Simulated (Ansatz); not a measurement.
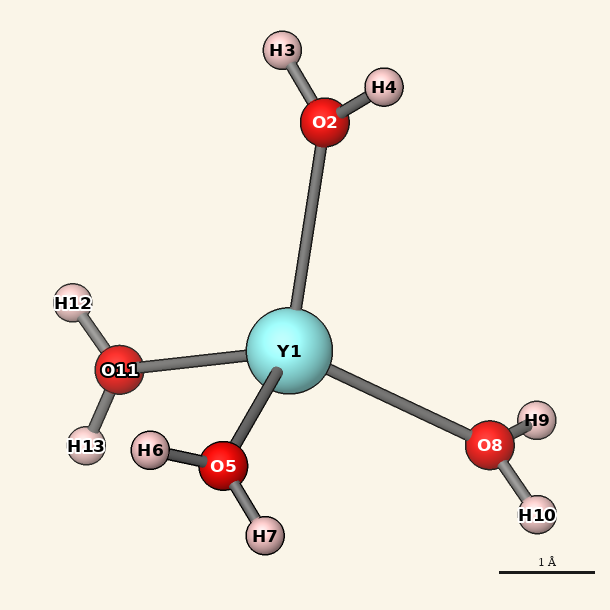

Simulated data, not a measurement (program: Ansatz).

Numbered structure. The species has charge +2 and is a spin doublet. Geometry: a fixed input geometry, not necessarily a minimum.

Q: How are the neighbours of atom 1 arranged?

A: Y1 has 4 neighbours (O2 at 2.51, O5 at 2.51, O8 at 2.51, O11 at 2.51 Å); the arrangement is tetrahedral.

Q: Describe the coordination of atom 2.

A: O2 has 3 neighbours (Y1 at 2.51, H3 at 0.96, H4 at 0.96 Å); the arrangement is trigonal planar.
